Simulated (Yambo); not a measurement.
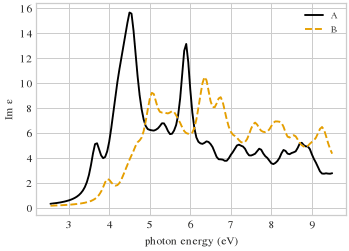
Figure: Two computed absorption spectra of CdI₂ (CdI2 type, space group P-3m1, No. 164) (Yambo, PBEsol bands with the same scissor, field along x)

Axes are Cartesian, with cell vectors (Å) (4.24, 0.00, 0.00), (-2.12, 3.67, 0.00), (0.00, 0.00, 6.82).

**Question.** Which curve includes the electron-hole attraction (BSE)?

**Answer.** Curve A: the attraction moves weight to lower energy (centre of the plotted range 6.0 eV against 6.7 eV). Settings: 6×6×4 mesh, 6 valence and 9 conduction bands, static screening with 59 bands and a 4 Ry block, scissor 1.33 eV, Tamm-Dancoff. The scissor comes from a G0W0 run whose convergence isn't established. Broadening 0.15 eV. The band window holds all transitions up to 10.8 eV. On this mesh the peak heights and the fine structure are mesh artefacts; only the shift of weight is robust.

Spin-orbit coupling is not included.

Geometry relaxed with PBE+D3(BJ); primitive cell a = b = 4.2421 Å, c = 6.8172 Å, α = β = 90.00°, γ = 120.00°.
